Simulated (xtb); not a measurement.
**Geometry relaxation, with input and output: BSiH₃O₂ (part 1 of 3)**

BSiH₃O₂, computed with GFN2-xTB (xtb 6.7.1).

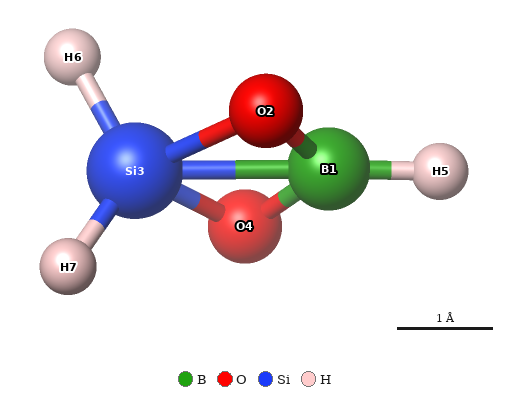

Figure 1. The structure as given in the input (ball-and-stick view, seen at a tilt; atoms are numbered from 1 in the order of the input). Bond lengths as drawn: B–H 1.18 Å, B–O 1.36 to 1.37 Å, B–Si 2.04 Å, H–Si 1.39 to 1.50 Å and O–Si 1.59 to 1.79 Å.

Input (start.xyz)
```
7
BH3O2Si
B     -1.06047    -0.01336    -0.39446
O     -0.81560     0.16527     0.92670
Si     0.85697     0.01158     0.30354
O      0.11259    -0.11809    -1.09956
H     -2.13692    -0.04277    -0.86663
H      1.36715    -1.31670     0.78685
H      1.59111     1.18364     0.38228
```

File xcontrol
```
$chrg 0
$spin 0
$end
```

Run on 1 thread of Intel Xeon @ 2.50GHz (Skylake/Cascade Lake), 189 GiB of memory available, shared host.

Command:
```bash
xtb start.xyz --ohess normal -I xcontrol > start.out 2> xtb.err
```

Output
```
* xtb version 6.7.1
   ID    Z sym.   atoms
    1    5 B      1
    2    8 O      2, 4
    3   14 Si     3
    4    1 H      5-7

           -------------------------------------------------
          |                Calculation Setup                |
           -------------------------------------------------

          program call               : xtb start.xyz --ohess normal -I xcontrol
          coordinate file            : start.xyz
          omp threads                :                     1

           -------------------------------------------------
          |                 G F N 2 - x T B                 |
           -------------------------------------------------

      * Hamiltonian:
        H0-scaling (s, p, d)           1.850000    2.230000    2.230000
        zeta-weighting                 0.500000
      * Dispersion:
        s8                             2.700000
        a1                             0.520000
        a2                             5.000000
        s9                             5.000000
      * Repulsion:
        kExp                           1.500000    1.000000
        rExp                           1.000000
      * Coulomb:
        alpha                          2.000000
        third order                    shell-resolved
        anisotropic                    true
        a3                             3.000000
        a5                             4.000000
        cn-shift                       1.200000
        cn-exp                         4.000000
        max-rad                        5.000000

          ...................................................
          :                      SETUP                      :
          :.................................................:
          :  # basis functions                  25          :
          :  # atomic orbitals                  24          :
          :  # shells                           12          :
          :  # electrons                        22          :
          :  max. iterations                   250          :
          :  Hamiltonian                  GFN2-xTB          :
          :  restarted?                      false          :
          :  GBSA solvation                  false          :
          :  PC potential                    false          :
          :  electronic temp.          300.0000000     K    :
          :  accuracy                    1.0000000          :
          :  -> integral cutoff          0.2500000E+02      :
          :  -> integral neglect         0.1000000E-07      :
          :  -> SCF convergence          0.1000000E-05 Eh   :
          :  -> wf. convergence          0.1000000E-03 e    :
          :  Broyden damping             0.4000000          :
          :  net charge                          0          :
          :  unpaired electrons                  0          :
          ...................................................

 iter      E             dE          RMSdq      gap      omega  full diag
   1    -12.5742041 -0.125742E+02  0.125E+01    7.03       0.0  T
   2    -12.8242575 -0.250053E+00  0.752E+00    5.63       1.0  T
   3    -12.8297141 -0.545657E-02  0.382E+00    5.58       1.0  T
   4    -12.8316941 -0.198001E-02  0.233E+00    5.70       1.0  T
   5    -12.8374469 -0.575286E-02  0.152E+00    5.65       1.0  T
   6    -12.8391355 -0.168857E-02  0.390E-01    5.77       1.0  T
   7    -12.8392861 -0.150568E-03  0.277E-01    5.66       1.0  T
   8    -12.8395076 -0.221564E-03  0.627E-02    5.70       1.0  T
   9    -12.8395158 -0.812051E-05  0.138E-02    5.68       2.7  T
  10    -12.8395159 -0.959975E-07  0.164E-02    5.68       2.3  T
  11    -12.8395167 -0.859685E-06  0.447E-03    5.68       8.5  T
  12    -12.8395168 -0.399117E-07  0.723E-04    5.68      52.3  T
  13    -12.8395168 -0.111273E-08  0.335E-04    5.68     112.7  T

   *** convergence criteria satisfied after 13 iterations ***

         #    Occupation            Energy/Eh            Energy/eV
      -------------------------------------------------------------
         1        2.0000           -0.8060578             -21.9339
       ...           ...                  ...                  ...
         5        2.0000           -0.5344259             -14.5425
         6        2.0000           -0.5265723             -14.3288
         7        2.0000           -0.5106503             -13.8955
         8        2.0000           -0.4612885             -12.5523
         9        2.0000           -0.4550080             -12.3814
        10        2.0000           -0.4486295             -12.2078
        11        2.0000           -0.4372796             -11.8990 (HOMO)
        12                         -0.2284395              -6.2162 (LUMO)
        13                         -0.2025768              -5.5124
        14                         -0.1908677              -5.1938
        15                         -0.0971009              -2.6422
        16                         -0.0593952              -1.6162
       ...                                ...                  ...
        24                          0.8889474              24.1895
      -------------------------------------------------------------
                  HL-Gap            0.2088402 Eh            5.6828 eV
             Fermi-level           -0.3328595 Eh           -9.0576 eV

 SCC (total)                   0 d,  0 h,  0 min,  0.021 sec
 SCC setup                      ...        0 min,  0.000 sec (  0.677%)
 Dispersion                     ...        0 min,  0.000 sec (  0.267%)
 classical contributions        ...        0 min,  0.000 sec (  0.117%)
 integral evaluation            ...        0 min,  0.004 sec ( 16.745%)
 iterations                     ...        0 min,  0.015 sec ( 69.745%)
 molecular gradient             ...        0 min,  0.002 sec ( 11.611%)
 printout                       ...        0 min,  0.000 sec (  0.747%)

         :::::::::::::::::::::::::::::::::::::::::::::::::::::
         ::                     SUMMARY                     ::
         :::::::::::::::::::::::::::::::::::::::::::::::::::::
         :: total energy             -12.753011099698 Eh    ::
         :: gradient norm              0.096508073746 Eh/a0 ::
         :: HOMO-LUMO gap              5.682829821860 eV    ::
         ::.................................................::
         :: SCC energy               -12.839516446733 Eh    ::
         :: -> isotropic ES            0.098494686977 Eh    ::
         :: -> anisotropic ES         -0.003199918993 Eh    ::
         :: -> anisotropic XC         -0.005591998513 Eh    ::
         :: -> dispersion             -0.003304409217 Eh    ::
         :: repulsion energy           0.086505347034 Eh    ::
         :: add. restraining           0.000000000000 Eh    ::
         :: total charge              -0.000000000000 e     ::
         :::::::::::::::::::::::::::::::::::::::::::::::::::::

      -----------------------------------------------------------
     |                   =====================                   |
     |                        A N C O P T                        |
     |                   =====================                   |
     |               Approximate Normal Coordinate               |
     |                Rational Function Optimizer                |
      -----------------------------------------------------------
      -----------------------------------------------------------
     |                   =====================                   |
     |                        A N C O P T                        |
     |                   =====================                   |
     |               Approximate Normal Coordinate               |
     |                Rational Function Optimizer                |
      -----------------------------------------------------------

          ...................................................
          :                      SETUP                      :
          :.................................................:
          :   optimization level            normal          :
          :   max. optcycles                   200          :
          :   ANC micro-cycles                  20          :
          :   degrees of freedom                15          :
          :.................................................:
          :   RF solver                   davidson          :
          :   write xtbopt.log                true          :
          :   linear?                        false          :
          :   energy convergence         0.5000000E-05 Eh   :
          :   grad. convergence          0.1000000E-02 Eh/α :
          :   maxmium RF displ.          1.0000000          :
          :   Hlow (freq-cutoff)         0.1000000E-01      :
          :   Hmax (freq-cutoff)         5.0000000          :
          :   S6 in model hess.         20.0000000          :
          ...................................................

generating ANC from exact Hessian ...
Using Lindh-Hessian (1995)
 Shifting diagonal of input Hessian by    0.0000000000000000
 Lowest  eigenvalues of input Hessian
    0.000000    0.000000    0.000000    0.000000    0.000000    0.000000
    0.012109    0.031091    0.046766    0.058459    0.078920    0.119018
    0.163167    0.216775    0.346590    0.648980    0.782227    1.019411
 Highest eigenvalues
    0.648980    0.782227    1.019411    1.522236    1.677243    1.892177

........................................................................
.............................. CYCLE    1 ..............................
........................................................................

 iter      E             dE          RMSdq      gap      omega  full diag
   1    -12.8395168 -0.128395E+02  0.926E-05    5.68       0.0  T
   2    -12.8395168 -0.347935E-10  0.566E-05    5.68     667.3  T
   3    -12.8395168 -0.888001E-11  0.215E-05    5.68    1757.2  T
     SCC iter.                  ...        0 min,  0.002 sec
     gradient                   ...        0 min,  0.006 sec
 * total energy  :   -12.7530111 Eh     change       -0.4918554E-09 Eh
   gradient norm :     0.0965080 Eh/α   predicted     0.0000000E+00 (-100.00%)
   displ. norm   :     0.1647925 α      lambda       -0.1038362E-01
   maximum displ.:     0.0785164 α      in ANC's #4, #6, #12, ...

........................................................................
.............................. CYCLE    2 ..............................
........................................................................

 iter      E             dE          RMSdq      gap      omega  full diag
   1    -12.8397473 -0.128397E+02  0.600E-01    5.73       0.0  T
   2    -12.8398197 -0.724634E-04  0.422E-01    5.75       1.0  T
   3    -12.8398279 -0.820511E-05  0.149E-01    5.76       1.0  T
   4    -12.8398288 -0.823748E-06  0.394E-02    5.77       1.0  T
   5    -12.8398288 -0.497042E-07  0.297E-02    5.76       1.3  T
   6    -12.8398301 -0.129116E-05  0.918E-03    5.76       4.1  T
   7    -12.8398301 -0.805035E-08  0.398E-03    5.76       9.5  T
   8    -12.8398301 -0.144235E-07  0.156E-03    5.76      24.2  T
   9    -12.8398301 -0.285242E-08  0.333E-04    5.76     113.5  T
  10    -12.8398301 -0.579359E-10  0.776E-05    5.76     487.1  T
     SCC iter.                  ...        0 min,  0.005 sec
     gradient                   ...        0 min,  0.006 sec
 * total energy  :   -12.7604102 Eh     change       -0.7399050E-02 Eh
   gradient norm :     0.0504376 Eh/α   predicted    -0.5332799E-02 ( -27.93%)
   displ. norm   :     0.1761246 α      lambda       -0.5039236E-02
   maximum displ.:     0.0872498 α      in ANC's #4, #1, #12, ...

........................................................................
.............................. CYCLE    3 ..............................
........................................................................

 iter      E             dE          RMSdq      gap      omega  full diag
   1    -12.8397633 -0.128398E+02  0.709E-01    5.75       0.0  T
   2    -12.8398517 -0.883587E-04  0.439E-01    5.76       1.0  T
   3    -12.8398565 -0.484155E-05  0.172E-01    5.76       1.0  T
   4    -12.8398581 -0.159860E-05  0.465E-02    5.77       1.0  T
   5    -12.8398572  0.929756E-06  0.427E-02    5.77       1.0  T
   6    -12.8398592 -0.205005E-05  0.110E-02    5.77       3.5  T
   7    -12.8398593 -0.286320E-07  0.424E-03    5.77       8.9  T
   8    -12.8398593 -0.160613E-07  0.208E-03    5.77      18.1  T
   9    -12.8398593 -0.344853E-08  0.333E-04    5.77     113.4  T
  10    -12.8398593 -0.142357E-10  0.102E-04    5.77     368.8  T
     SCC iter.                  ...        0 min,  0.004 sec
     gradient                   ...        0 min,  0.002 sec
 * total energy  :   -12.7633655 Eh     change       -0.2955326E-02 Eh
   gradient norm :     0.0203661 Eh/α   predicted    -0.2597774E-02 ( -12.10%)
   displ. norm   :     0.0718541 α      lambda       -0.7554039E-03
   maximum displ.:     0.0343383 α      in ANC's #1, #4, #2, ...

........................................................................
.............................. CYCLE    4 ..............................
........................................................................

 iter      E             dE          RMSdq      gap      omega  full diag
   1    -12.8384792 -0.128385E+02  0.361E-01    5.77       0.0  T
   2    -12.8384934 -0.142044E-04  0.219E-01    5.78       1.0  T
   3    -12.8384932  0.123974E-06  0.824E-02    5.78       1.0  T
   4    -12.8384950 -0.178142E-05  0.260E-02    5.78       1.5  T
   5    -12.8384951 -0.845799E-07  0.213E-02    5.78       1.8  T
   6    -12.8384953 -0.209209E-06  0.545E-03    5.78       6.9  T
   7    -12.8384953 -0.100423E-07  0.115E-03    5.78      32.8  T
   8    -12.8384953 -0.163793E-08  0.414E-04    5.78      91.3  T
   9    -12.8384953 -0.208846E-10  0.837E-05    5.78     451.4  T
     SCC iter.                  ...        0 min,  0.003 sec
     gradient                   ...        0 min,  0.005 sec
 * total energy  :   -12.7638272 Eh     change       -0.4616869E-03 Eh
   gradient norm :     0.0124485 Eh/α   predicted    -0.3796514E-03 ( -17.77%)
   displ. norm   :     0.0571521 α      lambda       -0.2682505E-03
   maximum displ.:     0.0487381 α      in ANC's #1, #12, #2, ...

........................................................................
.............................. CYCLE    5 ..............................
........................................................................
```
